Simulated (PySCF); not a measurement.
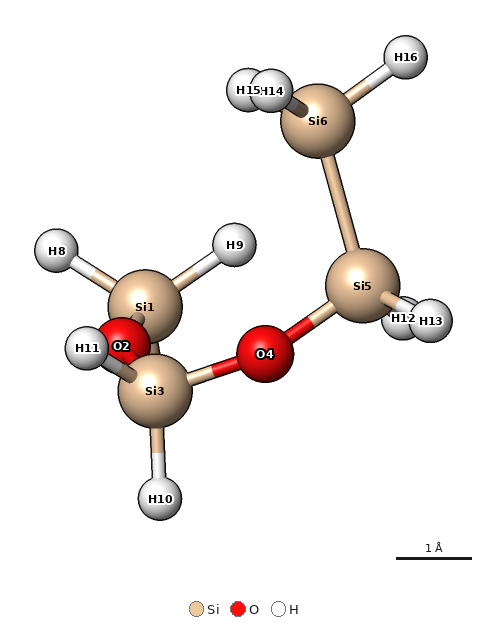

Fig. 1: The structure (ball-and-stick view, seen at a tilt; atoms are numbered from 1 in the order of the input).

## Si4H10O2: a changed input and its effect

System: Si4H10O2, SMILES [SiH3]O[SiH2]O[SiH2][SiH3].
Method of run A: GIAO PBE0/aug-cc-pVDZ NMR shielding, non-relativistic, gas phase (PySCF 2.14.0).

The geometry comes from this level: GFN2-xTB. Text and figures count atoms from 1; the logs count them from 0 in places.

### Input, run A
```
{"job": {"kind": "nmr", "xc": "PBE0", "basis": "aug-cc-pVDZ", "pop": true, "scf": {"aux": "def2-universal-jkfit"}}, "charge": 0, "multiplicity": 1}
Si    -2.415184     0.767385     0.206238
O     -1.744250    -0.446468     1.039169
Si    -0.740112    -1.707262     1.181386
O      0.559056    -1.495205     0.252678
Si     1.466387    -0.574501    -0.741714
Si     2.164987     1.297677     0.400829
H     -3.430716     0.194886    -0.677669
H     -2.990748     1.619453     1.243231
H     -1.382229     1.457368    -0.570454
H     -1.414862    -2.897181     0.687274
H     -0.299045    -1.692272     2.566813
H      0.644389    -0.298851    -1.930778
H      2.507629    -1.530841    -1.137667
H      2.905622     1.011117     1.638066
H      1.082839     2.210115     0.797352
H      3.078638     2.093525    -0.431198
```

The first line tells a small driver script what to run in PySCF; the rest is the geometry in Å.

Launched with:
```bash
OMP_NUM_THREADS=1 python <driver script> task.json out
```

Hardware: 1 CPU thread, shared host.

### Output (run A)
```
final grid: 123840 points
cycle   1  E = -1313.7089886229  dE =  5.440e-01  |g| = 9.980e-01  |ddm| = 1.161e+01
cycle   2  E = -1313.3311345764  dE =  3.779e-01  |g| = 1.690e+00  |ddm| = 4.554e+00
cycle   3  E = -1313.8916707655  dE = -5.605e-01  |g| = 7.477e-02  |ddm| = 3.091e+00
cycle   4  E = -1313.8929666134  dE = -1.296e-03  |g| = 3.447e-02  |ddm| = 4.495e-01
cycle   5  E = -1313.8932611451  dE = -2.945e-04  |g| = 1.378e-02  |ddm| = 9.911e-02
cycle   6  E = -1313.8932977175  dE = -3.657e-05  |g| = 1.886e-03  |ddm| = 2.902e-02
cycle   7  E = -1313.8932985635  dE = -8.460e-07  |g| = 4.252e-04  |ddm| = 5.765e-03
cycle   8  E = -1313.8932986224  dE = -5.897e-08  |g| = 7.478e-05  |ddm| = 1.651e-03
cycle   9  E = -1313.8932986240  dE = -1.534e-09  |g| = 1.806e-05  |ddm| = 3.096e-04
cycle  10  E = -1313.8932986241  dE = -9.550e-11  |g| = 3.361e-06  |ddm| = 7.191e-05
converged SCF energy = -1313.8932986241

GIAO shielding tensors (ppm)
atom      isotropic    diamagn.    paramagn.     s11        s22        s33       span
  0 Si     449.369     892.449    -443.081    410.813    415.882    521.410    110.597
  1 O      297.198     379.678     -82.480    241.388    285.352    364.853    123.465
  2 Si     444.720     891.586    -446.866    436.352    442.325    455.483     19.131
  3 O      298.675     380.552     -81.877    240.841    283.251    371.933    131.093
  4 Si     433.325     888.593    -455.268    375.656    409.399    514.920    139.264
  5 Si     528.612     898.062    -369.451    513.664    532.317    539.854     26.190
  6 H       26.418      28.860      -2.442     23.096     24.505     31.653      8.557
  7 H       26.497      29.171      -2.674     23.116     24.589     31.786      8.670
  8 H       26.231      33.518      -7.287     22.310     26.744     29.639      7.329
  9 H       26.636      29.163      -2.526     22.727     24.388     32.794     10.068
 10 H       26.672      29.688      -3.016     23.182     24.397     32.438      9.256
 11 H       25.781      30.074      -4.293     22.582     24.820     29.942      7.360
 12 H       25.970      28.958      -2.988     22.043     24.913     30.954      8.910
 13 H       28.073      30.565      -2.492     25.192     25.709     33.318      8.126
 14 H       27.999      32.657      -4.657     24.591     26.864     32.543      7.952
 15 H       28.407      29.456      -1.049     25.409     25.543     34.267      8.858
```

For run B the input was changed thus:
```diff
-"xc": "PBE0"
-"basis": "aug-cc-pVDZ"
-"pop": true
-"scf": {"aux": "def2-universal-jkfit"}
+"xc": "B3LYP"
+"basis": "6-31G*"
+"pop": false
+"scf": {"guess": "vsap"}
```

How does run B compare with run A?

The total energies belong to different models, so their difference says nothing on which is more stable or more accurate. The HOMO goes from −8.02 to −7.69 eV. The LUMO goes from −0.62 to −0.43 eV. The dipole moment goes from 0.50 to 0.72 D. Of all shieldings, the largest change is that of Si6, by −32.5 ppm. The functional changes from PBE0 to B3LYP. The SCF takes 13 iterations against 10. The basis functions go from 244 to 120.

### Output (run B)
```
final grid: 123840 points
cycle   1  E = -1302.9360769207  dE =  1.021e+01  |g| = 5.495e+00  |ddm| = 2.386e+01
cycle   2  E = -1260.3366495297  dE =  4.260e+01  |g| = 1.066e+01  |ddm| = 2.612e+01
cycle   3  E = -1311.7027135205  dE = -5.137e+01  |g| = 3.512e+00  |ddm| = 1.133e+01
cycle   4  E = -1314.0568854244  dE = -2.354e+00  |g| = 1.168e+00  |ddm| = 3.293e+00
cycle   5  E = -1314.4785442741  dE = -4.217e-01  |g| = 6.486e-01  |ddm| = 2.116e+00
cycle   6  E = -1314.5317229781  dE = -5.318e-02  |g| = 4.226e-01  |ddm| = 6.424e-01
cycle   7  E = -1314.5651317115  dE = -3.341e-02  |g| = 4.405e-02  |ddm| = 3.330e-01
cycle   8  E = -1314.5656023807  dE = -4.707e-04  |g| = 9.914e-03  |ddm| = 6.067e-02
cycle   9  E = -1314.5656299581  dE = -2.758e-05  |g| = 2.591e-03  |ddm| = 1.475e-02
cycle  10  E = -1314.5656319792  dE = -2.021e-06  |g| = 3.157e-04  |ddm| = 3.641e-03
cycle  11  E = -1314.5656320111  dE = -3.191e-08  |g| = 1.007e-04  |ddm| = 5.261e-04
cycle  12  E = -1314.5656320141  dE = -3.022e-09  |g| = 1.244e-05  |ddm| = 1.369e-04
cycle  13  E = -1314.5656320142  dE = -5.002e-11  |g| = 3.313e-06  |ddm| = 2.390e-05
converged SCF energy = -1314.5656320142

GIAO shielding tensors (ppm)
atom      isotropic    diamagn.    paramagn.     s11        s22        s33       span
  0 Si     434.076     882.305    -448.229    404.908    407.737    489.583     84.676
  1 O      289.196     395.831    -106.635    233.269    274.526    359.795    126.526
  2 Si     443.156     882.742    -439.586    440.937    443.660    444.870      3.933
  3 O      292.156     396.278    -104.122    238.857    275.382    362.230    123.373
  4 Si     417.415     881.495    -464.080    363.214    403.262    485.770    122.556
  5 Si     496.087     882.837    -386.750    483.129    499.262    505.869     22.740
  6 H       27.067      30.376      -3.309     23.710     25.264     32.227      8.517
  7 H       27.139      30.194      -3.056     23.832     25.134     32.450      8.618
  8 H       26.949      34.064      -7.115     23.155     27.458     30.235      7.080
  9 H       27.356      30.077      -2.721     23.491     25.079     33.498     10.007
 10 H       27.432      30.947      -3.515     23.941     25.145     33.209      9.269
 11 H       26.590      32.402      -5.812     23.414     25.541     30.815      7.401
 12 H       26.702      29.462      -2.760     22.889     25.440     31.777      8.888
 13 H       28.826      30.505      -1.679     25.884     26.813     33.781      7.897
 14 H       28.797      32.577      -3.780     25.374     27.987     33.030      7.656
 15 H       29.234      29.785      -0.551     26.409     26.484     34.810      8.402
```

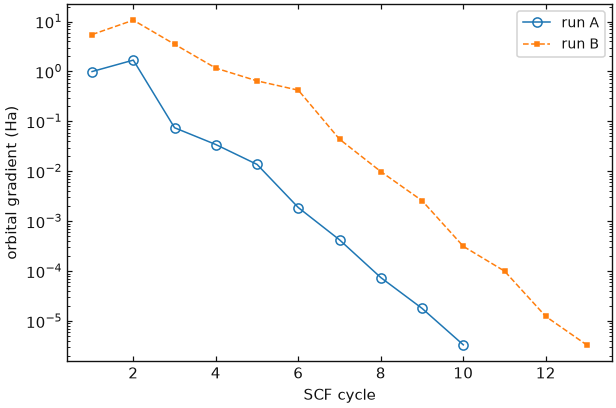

Fig. 2: Convergence of the two runs: orbital gradient against the SCF cycle. Run A takes 10 cycles in all, and run B takes 13.

### The two runs side by side

| quantity | run A | run B |
| --- | --- | --- |
| outcome | converged | converged |
| total energy (hartree) | −1313.893299 | −1314.565632 |
| HOMO (eV) | −8.02 | −7.69 |
| LUMO (eV) | −0.62 | −0.43 |
| dipole moment (D) | 0.50 | 0.72 |
| shielding of Si1 (ppm) | 449.4 | 434.1 |
| shielding of O2 (ppm) | 297.2 | 289.2 |
| shielding of Si3 (ppm) | 444.7 | 443.2 |
| shielding of O4 (ppm) | 298.7 | 292.2 |
| shielding of Si5 (ppm) | 433.3 | 417.4 |
| shielding of Si6 (ppm) | 528.6 | 496.1 |
| shielding of H16 (ppm) | 28.4 | 29.2 |
| SCF iterations | 10 | 13 |
| basis functions | 244 | 120 |
| wall time (shared host) | 1.9 min | 46 s |
